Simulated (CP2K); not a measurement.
**GFN2-xTB run of SnH2F2 (SMILES [F][SnH2][F])**

Aim: the energy change on altering one bond length of SnH2F2 at GFN2-xTB, from 2 runs. 

The results are computed with CP2K 2026.2.

1 further run of the same task is left out (it didn't finish). Runs told in other sessions of the task aren't counted.

### 1 Starting point

SnH2F2: 5 atoms, total charge 0, spin state singlet. As SMILES, `[F][SnH2][F]`. The coordinates come from a PBE0-D4/def2-TZVP relaxation.

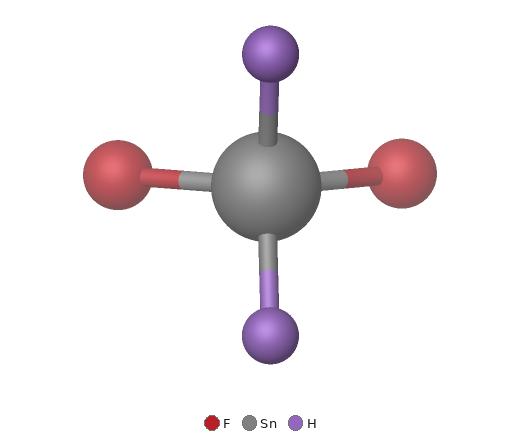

The structure, seen from a chosen angle (fluorine red, tin grey, hydrogen purple).

### 2 The energy at GFN2-xTB

File run.inp:

```
&GLOBAL
    PROJECT run
    RUN_TYPE ENERGY
    PRINT_LEVEL MEDIUM
&END GLOBAL

&FORCE_EVAL
    METHOD QUICKSTEP
    &DFT
        CHARGE 0
        MULTIPLICITY 1
        &QS
            METHOD XTB
            EPS_DEFAULT 1.0E-10
            &XTB
                GFN_TYPE TBLITE
                &TBLITE
                    METHOD GFN2
                &END TBLITE
                CHECK_ATOMIC_CHARGES F
            &END XTB
        &END QS
        &POISSON
            PERIODIC NONE
            POISSON_SOLVER ANALYTIC
        &END POISSON
        &SCF
            SCF_GUESS ATOMIC
            EPS_SCF 1.0E-07
            MAX_SCF 150
            ADDED_MOS 8
            &DIAGONALIZATION
                ALGORITHM STANDARD
            &END DIAGONALIZATION
            &MIXING
                METHOD DIRECT_P_MIXING
                ALPHA 0.4
            &END MIXING
            &SMEAR ON
                METHOD FERMI_DIRAC
                ELECTRONIC_TEMPERATURE [K] 300
            &END SMEAR
        &END SCF
        &PRINT
            &MOMENTS
                PERIODIC F
                REFERENCE COM
                MAX_MOMENT 1
            &END MOMENTS
            &MO ON
                ENERGIES T
                OCCUPATION_NUMBERS T
                NDIGITS 6
                &EACH
                    QS_SCF 0
                &END EACH
                ADD_LAST NUMERIC
            &END MO
            &HIRSHFELD OFF
            &END HIRSHFELD
        &END PRINT
    &END DFT
    &SUBSYS
        # box in angstrom
        &CELL
            ABC [angstrom] 14.8 14.7 14.6
            PERIODIC NONE
        &END CELL
        &COORD
            UNIT bohr
            F     -0.6491209    -0.6733094     3.2907691
            Sn     0.2435857    -0.1383280    -0.1628944
            F     -2.3266308     2.0989188    -1.3462409
            H     -0.1651621    -2.9235953    -1.6801555
            H      2.9918144     1.4968521    -0.1795240
        &END COORD
        &TOPOLOGY
            &CENTER_COORDINATES
            &END CENTER_COORDINATES
        &END TOPOLOGY
    &END SUBSYS
&END FORCE_EVAL
```

Started as:

```
$ OMP_NUM_THREADS=1 cp2k.psmp -i run.inp -o run.out
```

What it wrote:

```text
CP2K| version string:                                       CP2K version 2026.2
[...]
 GLOBAL| Method name                                                        CP2K
[...]
 GLOBAL| Run type                                                         ENERGY
[...]
                             - Atoms:                                          5
[...]
                             - Spherical basis functions:                     19
[...]
 Number of electrons:                                                         20
[...]
  *** SCF run converged in    30 steps ***
[...]
  Fermi energy:                                                -0.31283796621379
[...]
 TB_DIPOLE| Moment [Debye]          2.88877152      -1.42005152      -1.89381015
 TB_DIPOLE| Derivative [a.u.]       0.00000000       0.00000000       0.00000000
[...]
 ENERGY| Total FORCE_EVAL ( QS ) energy [hartree]            -12.610817683995647
[...]
```

Run time: 0.78 s. Hardware: 1 thread of Intel Xeon 6975P-C (Granite Rapids), shared host; peak memory 0.19 GiB.

### 3 The distorted shape at the same level

File molecule.inp:

```
&GLOBAL
  PROJECT molecule
  RUN_TYPE ENERGY
  PRINT_LEVEL MEDIUM
&END GLOBAL
&FORCE_EVAL
  METHOD Quickstep
  &DFT
    CHARGE 0
    MULTIPLICITY 1
    ! Quickstep
    &QS
      METHOD XTB
      EPS_DEFAULT 1.0E-10
      &XTB
        GFN_TYPE TBLITE
        &TBLITE
          METHOD GFN2
        &END TBLITE
        CHECK_ATOMIC_CHARGES F
      &END XTB
    &END QS
    &POISSON
      PERIODIC NONE
      POISSON_SOLVER ANALYTIC
    &END POISSON
    &SCF
      SCF_GUESS ATOMIC
      EPS_SCF 1.0E-07
      MAX_SCF 150
      ADDED_MOS 8
      &DIAGONALIZATION
        ALGORITHM STANDARD
      &END DIAGONALIZATION
      &MIXING
        METHOD DIRECT_P_MIXING
        ALPHA 0.4
      &END MIXING
      &SMEAR ON
        METHOD FERMI_DIRAC
        ELECTRONIC_TEMPERATURE [K] 300
      &END SMEAR
    &END SCF
    &PRINT
      &MOMENTS
        PERIODIC F
        REFERENCE COM
        MAX_MOMENT 1
      &END MOMENTS
      &MO ON
        ENERGIES T
        OCCUPATION_NUMBERS T
        NDIGITS 6
        &EACH
          QS_SCF 0
        &END EACH
        ADD_LAST NUMERIC
      &END MO
      &HIRSHFELD OFF
      &END HIRSHFELD
    &END PRINT
  &END DFT
  ! structure
  &SUBSYS
    ! box in angstrom
    &CELL
      ABC [angstrom] 15.2 15 14.6
      PERIODIC NONE
    &END CELL
    &COORD
      UNIT bohr
      F      0.1219780    -1.3445137     3.6457881
      Sn     1.0146847    -0.8095322     0.1921247
      F     -2.3266308     2.0989188    -1.3462409
      H      0.6059369    -3.5947996    -1.3251364
      H      3.7629134     0.8256478     0.1754951
    &END COORD
    &TOPOLOGY
      &CENTER_COORDINATES
      &END CENTER_COORDINATES
    &END TOPOLOGY
  &END SUBSYS
&END FORCE_EVAL
```

Started as:

```
$ OMP_NUM_THREADS=1 cp2k.psmp -i molecule.inp > molecule.out 2>&1
```

What it wrote:

```text
CP2K| version string:                                       CP2K version 2026.2
[...]
 GLOBAL| Method name                                                        CP2K
[...]
 GLOBAL| Run type                                                         ENERGY
[...]
                             - Atoms:                                          5
[...]
                             - Spherical basis functions:                     19
[...]
 Number of electrons:                                                         20
[...]
  *** SCF run converged in    47 steps ***
[...]
  Fermi energy:                                                -0.37731778861377
[...]
 TB_DIPOLE| Moment [Debye]          4.33702974      -2.67220364      -1.25207507
 TB_DIPOLE| Derivative [a.u.]       0.00000000       0.00000000       0.00000000
[...]
 ENERGY| Total FORCE_EVAL ( QS ) energy [hartree]            -12.580061749015572
[...]
```

Run time: 0.8 s. Hardware: 1 thread of Intel Xeon 6975P-C (Granite Rapids), shared host; peak memory 0.19 GiB.

### 4 Results

At GFN2-xTB:

| quantity | value |
| --- | --- |
| first shape: total energy | -12.61082 Eh |
| first shape: dipole moment (from atomic charges alone) | 3.73 D |
| first shape: HOMO energy | -12.95 eV |
| first shape: LUMO energy | -7.62 eV |
| first shape: HOMO–LUMO gap | 5.34 eV |
| first shape: dispersion energy | -4.35 kJ/mol |
| distorted shape: total energy | -12.58006 Eh |
| distorted shape: dipole moment (from atomic charges alone) | 5.25 D |
| distorted shape: HOMO energy | -11.74 eV |
| distorted shape: LUMO energy | -9.37 eV |
| distorted shape: HOMO–LUMO gap | 2.36 eV |
| distorted shape: dispersion energy | -4.24 kJ/mol |
| energy change with the Sn2–F3 bond stretched from 1.909 to 2.481 Å | 0.837 eV |

In words: With the Sn2–F3 bond stretched from 1.909 to 2.481 Å the energy rises by 0.84 eV (19.3 kcal/mol). The first shape isn't relaxed at this level, so the change isn't measured from a minimum. The dipole (first shape) comes from point charges on the atoms alone, without atomic dipoles, so it is partial. The dipole (distorted shape) comes from point charges on the atoms alone, without atomic dipoles, so it is partial.
